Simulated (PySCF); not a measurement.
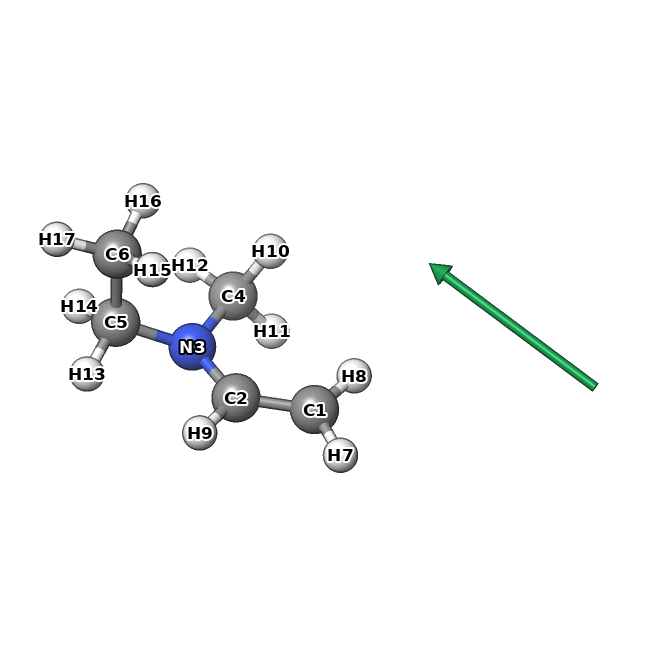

The arrow beside the molecule shows the direction of the dipole moment, from the negative to the positive end (its length means nothing). Computed geometry: PBE0-D3(BJ)/def2-SVP optimisation. No frequency run is at hand to confirm it as a minimum. Properties computed with BHandHLYP/def2-SVPD, gas phase (PySCF 2.14.0).

### Estimate the dipole moment.

1.74 D; it points from the side of H7 to the side of H17 (the outermost atoms at the two ends).
